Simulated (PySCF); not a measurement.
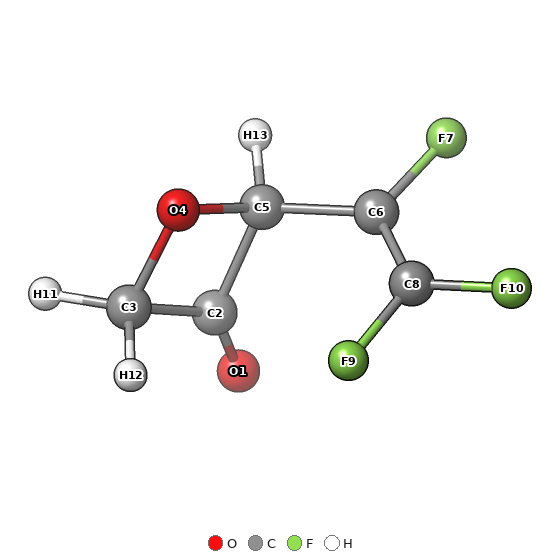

The molecule: C₅H₃F₃O₂, SMILES O=C1CO[C@H]1C(F)=C(F)F.

GIAO shifts, PBE0/pcSseg-1 with PySCF, at a GFN2-xTB geometry (no frequency check), against TMS for ¹H, CFCl₃ for ¹⁹F and TMS for ¹³C computed at the same level (¹⁹F: this reference is a hard case for the method, so all values can be off together by tens of ppm, and differences between signals are safer). Gas phase, fully decoupled, line heights follow the number of nuclei, widths are arbitrary (no quadrupolar broadening); values of one conformer, averaged over methyl-type rotors and exact or near symmetry; other conformers aren't averaged in.

Question: How many ¹H lines appear, and where?

Answer: 3 signals.


| δ (ppm) | nuclei | atoms |
| --- | --- | --- |
| 6.01 | 1 | H13 |
| 5.60 | 1 | H12 |
| 5.51 | 1 | H11 |

Question: Which ¹⁹F signals does it give?

Answer: 3 signals.


```csv
δ (ppm),nuclei,atoms
−94.8,1,F10
−117.1,1,F9
−184.2,1,F7
```

Question: Which ¹³C signals does it give?

Answer: 5 signals.


```csv
δ (ppm),nuclei,atoms
207.3,1,C2
169.8,1,C8
136.8,1,C6
102.2,1,C5
93.2,1,C3
```

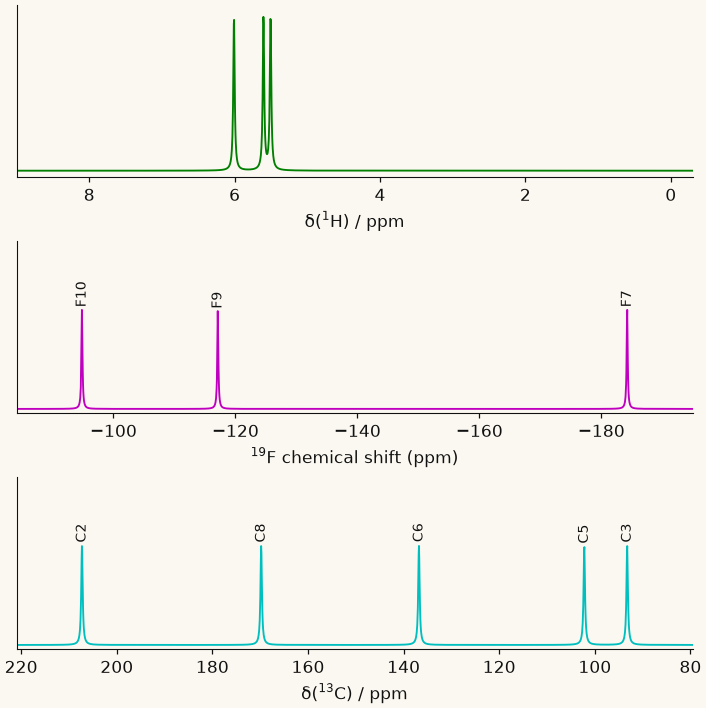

Note: the tight-binding geometry is rougher than a DFT one and adds to the error.
